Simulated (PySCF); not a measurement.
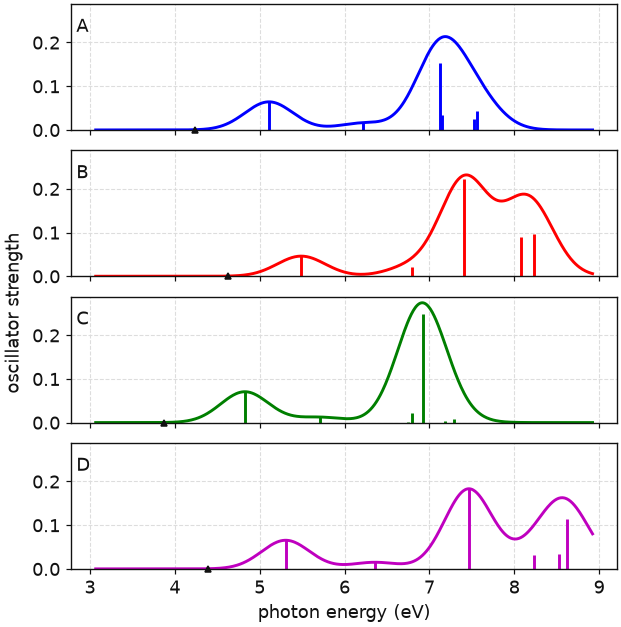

Vertical TDDFT spectra of C₂H₃Ga, SMILES C#[C][GaH2], singlet at one geometry and several levels (PySCF 2.14.0, at a PBE0-D3(BJ)/def2-SVP geometry (no frequency check)); sticks with Gaussians of 1/e half-width 0.40 eV, the triangle marks S1, which has the same leading orbital pair at all these levels. Only the lowest states were computed, so the high end is incomplete.

**The levels are B3LYP/def2-SVPD, BHandHLYP/def2-SVPD, LDA/def2-SVPD and PBE0/def2-SVP. Which panel is which?**

A: B3LYP/def2-SVPD (S1 at 4.24 eV); B: BHandHLYP/def2-SVPD (S1 at 4.63 eV); C: LDA/def2-SVPD (S1 at 3.87 eV); D: PBE0/def2-SVP (S1 at 4.39 eV).

Limits of at least one run: core orbitals are frozen in the response; def2-SVP has no diffuse functions, so states with Rydberg character are missing or too high; states above the negative HOMO energy depend on the basis.
